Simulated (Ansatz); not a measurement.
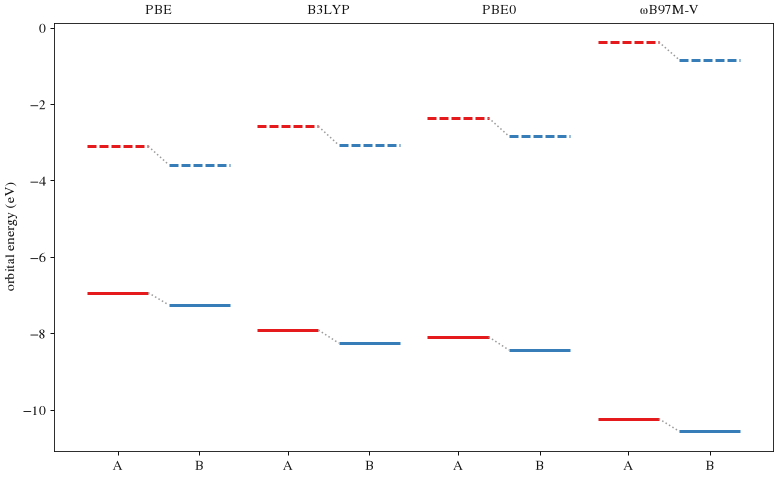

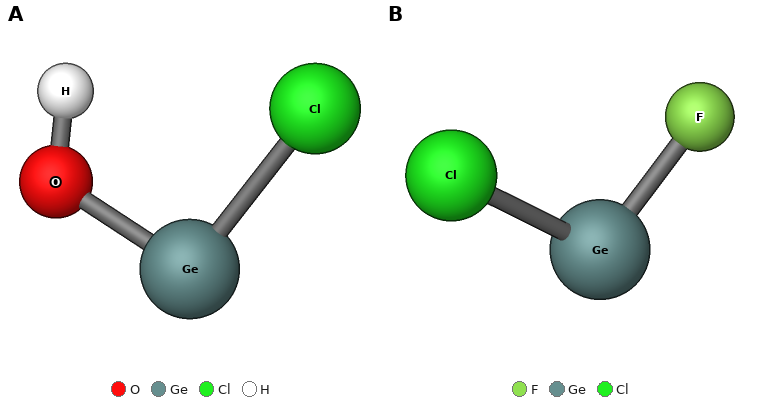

One change: A, GeHOCl (SMILES [OH][Ge][Cl]), becomes B, GeClF (SMILES [F][Ge][Cl]). OH on Ge is replaced by F. HOMO (solid) and LUMO (dashed) computed in def2-TZVPP at PBE0-D4/def2-TZVP geometries, both minima by their frequencies, gas phase, the Ansatz code 0.2.0.

What does the change do to HOMO and LUMO?

PBE: the HOMO falls by 0.32 eV, the LUMO falls by 0.48 eV, and the separation goes from 3.83 to 3.67 eV. B3LYP: the HOMO falls by 0.34 eV, the LUMO falls by 0.49 eV, and the separation goes from 5.33 to 5.18 eV. PBE0: the HOMO falls by 0.35 eV, the LUMO falls by 0.48 eV, and the separation goes from 5.73 to 5.59 eV. ωB97M-V: the HOMO falls by 0.33 eV, the LUMO falls by 0.47 eV, and the separation goes from 9.86 to 9.72 eV.

Do the functionals agree on the effect?

They agree on the direction for both levels; the HOMO shift lies between −0.35 and −0.32 eV and the LUMO shift between −0.49 and −0.47 eV, while the separations themselves differ by up to 6.1 eV between functionals.
